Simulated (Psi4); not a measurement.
# r2SCAN/aug-pcseg-0 (sweep point 1) run of OH− (hydroxide)

Aim: the vertical ionisation energy of OH− (hydroxide) at r2SCAN/aug-pcseg-0 (sweep point 1), from 2 runs. The job is set up through a Python script.

The calculation is run with Psi4 1.11.

### Step 1. Starting point

The species is OH− (2 atoms), meant as a singlet with charge -1. SMILES: `[OH-]`. Geometry: relaxed at PBE0-D4/def2-TZVPD.

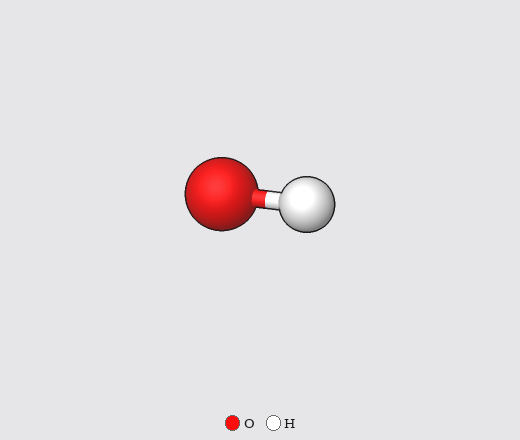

The structure, seen from a chosen angle (oxygen red, hydrogen white).

### Step 2. A single-point energy at r2SCAN/aug-pcseg-0 (sweep point 1)

Contents of calc.py:

```python
import psi4

psi4.set_memory('1600 MB')
psi4.set_num_threads(1)
psi4.set_output_file('output.dat', False)

mol = psi4.geometry("""
-1 1
O      0.411800    -0.131800     0.212500
H     -0.411800     0.131800    -0.212500
symmetry c1
""")

options = {'puream': True, 'scf_type': 'pk', 'dft_radial_points': 99, 'dft_spherical_points': 590}
psi4.set_options(options)

result, w = psi4.energy("r2scan/aug-pcseg-0", molecule=mol, return_wfn=True)
print('E =', round(result, 9))
for k, v in sorted(psi4.core.scalar_variables().items()):
    print(f'{k:45s} {v:18.10f}')
```

The run is started by

```sh
$ python calc.py
```

output.dat:

```text
[...]
  Running in c1 symmetry.
[...]
  Nuclear repulsion =    4.393567039872164
[...]
  Multiplicity = 1
[...]
  Nalpha       = 5
  Nbeta        = 5
[...]
    Number of basis functions: 16
[...]
   @RKS iter   1:   -75.18475193902530   -5.64130e-02   5.93740e-02 ADIIS/DIIS
[...]
   @RKS iter   8:   -75.54654992511591   -7.08496e-10   4.71703e-07 DIIS
[...]
    Orbital Energies [Eh]
    ---------------------
    Doubly Occupied:
       1A    -18.606021     2A     -0.559160     3A     -0.050187
       4A      0.086686     5A      0.086686
[...]
  @RKS Final Energy:   -75.54654992511591
   => Energetics <=
    Nuclear Repulsion Energy =              4.3935670398721642
    One-Electron Energy =                -115.9436379065643621
    Two-Electron Energy =                  45.0409969189788910
    DFT Exchange-Correlation Energy =      -9.0374759774026092
    Empirical Dispersion Energy =           0.0000000000000000
    VV10 Nonlocal Energy =                  0.0000000000000000
    Total Energy =                        -75.5465499251159116
[...]
 Multipole Moments:
 ------------------------------------------------------------------------------------
     Multipole            Electronic (a.u.)      Nuclear  (a.u.)        Total (a.u.)
 ------------------------------------------------------------------------------------
 L = 1.  Multiply by 2.5417464519 to convert [e a0] to [Debye]
 Dipole X            :          0.0000000           -0.0000000            0.0000000
 Dipole Y            :         -0.0000000           -0.0000000           -0.0000000
 Dipole Z            :          0.1218450           -0.8494811           -0.7276361
 Magnitude           :                                                    0.7276361
[...]
```

The script printed:

```text
E = -75.546549925
CURRENT ENERGY                                    -75.5465499251
CURRENT REFERENCE ENERGY                          -75.5465499251
DD SOLVATION ENERGY                                 0.0000000000
DFT FUNCTIONAL TOTAL ENERGY                       -75.5465499251
DFT TOTAL ENERGY                                  -75.5465499251
DFT VV10 ENERGY                                     0.0000000000
DFT XC ENERGY                                      -9.0374759774
GRID ELECTRONS ALPHA                                5.0000000132
GRID ELECTRONS BETA                                 5.0000000132
GRID ELECTRONS TOTAL                               10.0000000264
NUCLEAR REPULSION ENERGY                            4.3935670399
ONE-ELECTRON ENERGY                              -115.9436379066
PCM POLARIZATION ENERGY                             0.0000000000
PE ENERGY                                           0.0000000000
SCF ITERATION ENERGY                              -75.5465499251
SCF ITERATIONS                                      8.0000000000
SCF TOTAL ENERGY                                  -75.5465499251
TWO-ELECTRON ENERGY                                45.0409969190
XC GRID RADIAL POINTS                              99.0000000000
XC GRID SPHERICAL POINTS                          590.0000000000
XC GRID TOTAL POINTS                           114710.0000000000
```

It took 3.6 s on 1 thread of Intel Xeon Platinum 8488C (Sapphire Rapids), shared host; peak memory 0.34 GiB.

### Step 3. Doublet neutral OH at the same level

Contents of job.py:

```python
import psi4

psi4.set_memory(1600000000)
psi4.set_num_threads(1)
psi4.set_output_file('run.log', False)

m = psi4.geometry("""
0 2
O      0.411800    -0.131800     0.212500
H     -0.411800     0.131800    -0.212500
symmetry c1
""")

psi4.set_options({
    'reference': 'uks',
    'puream': True,
    'scf_type': 'pk',
    'dft_radial_points': 99,
    'dft_spherical_points': 590,
    'maxiter': 150,
})

e_tot, wfn = psi4.energy('r2scan/aug-pcseg-0', return_wfn=True)
print(f'total energy {e_tot:.8f} hartree = {e_tot * 27.211386:.5f} eV')
```

The run is started by

```sh
$ python job.py
```

run.log:

```text
[...]
  Running in c1 symmetry.
[...]
  Nuclear repulsion =    4.393567039872164
[...]
  Multiplicity = 2
[...]
  Nalpha       = 5
  Nbeta        = 4
[...]
    Number of basis functions: 16
[...]
   @UKS iter   1:   -75.42703516126520   -2.98696e-01   2.38120e-02 ADIIS/DIIS
[...]
   @UKS iter   7:   -75.48286968684978   -2.19757e-09   5.24761e-07 DIIS
[...]
   @S^2 Observed:                7.519607340E-01
[...]
    Orbital Energies [Eh]
    ---------------------
    Alpha Occupied:
       1A    -19.059288     2A     -1.007695     3A     -0.451734
       4A     -0.396583     5A     -0.318411
    Alpha Virtual:
       6A     -0.000954     7A      0.149624     8A      0.200016
       9A      0.204211    10A      0.213494    11A      0.251526
      12A      0.921979    13A      1.326281    14A      1.509506
      15A      1.573497    16A      1.645584
    Beta Occupied:
[...]
  @UKS Final Energy:   -75.48286968684978
   => Energetics <=
    Nuclear Repulsion Energy =              4.3935670398721642
    One-Electron Energy =                -112.1479178064028019
    Two-Electron Energy =                  41.0571230379148346
    DFT Exchange-Correlation Energy =      -8.7856419582339775
    Empirical Dispersion Energy =           0.0000000000000000
    VV10 Nonlocal Energy =                  0.0000000000000000
    Total Energy =                        -75.4828696868497815
[...]
 Multipole Moments:
 ------------------------------------------------------------------------------------
     Multipole            Electronic (a.u.)      Nuclear  (a.u.)        Total (a.u.)
 ------------------------------------------------------------------------------------
 L = 1.  Multiply by 2.5417464519 to convert [e a0] to [Debye]
 Dipole X            :          0.0000000           -0.0000000            0.0000000
 Dipole Y            :         -0.0000000           -0.0000000           -0.0000000
 Dipole Z            :          0.0127147           -0.8494811           -0.8367664
 Magnitude           :                                                    0.8367664
[...]
```

The script printed:

```text
total energy -75.48286969 hartree = -2053.99350 eV
```

It took 4.2 s on 1 thread of Intel Xeon Platinum 8488C (Sapphire Rapids), shared host; peak memory 0.33 GiB.

### Step 4. What came out

Level: r2SCAN/aug-pcseg-0 (sweep point 1).

```
                                                          quantity         value
                                         singlet OH−: total energy  -75.54655 Eh
                                          singlet OH−: HOMO energy       2.36 eV
                                          singlet OH−: LUMO energy       4.83 eV
singlet OH−: HOMO–LUMO gap (to an unbound level, set by the basis)       2.47 eV
                                  doublet neutral OH: total energy  -75.48287 Eh
                                 doublet neutral OH: dipole moment        2.13 D
            doublet neutral OH: HOMO energy (highest over α and β)      -7.87 eV
             doublet neutral OH: LUMO energy (lowest over α and β)      -5.80 eV
                                          doublet neutral OH: ⟨S²⟩         0.752
               vertical detachment energy (to the doublet neutral)      1.733 eV
```

**Reading.** Removing an electron at fixed nuclei costs 1.73 eV (40 kcal/mol). −ε(HOMO) before ionisation, -2.36 eV, is 4.09 eV below this ionisation energy. The HOMO (singlet OH−) lies at positive energy, 2.36 eV, as semi-local functionals often give for anions; only total energies tell whether the electron is bound.
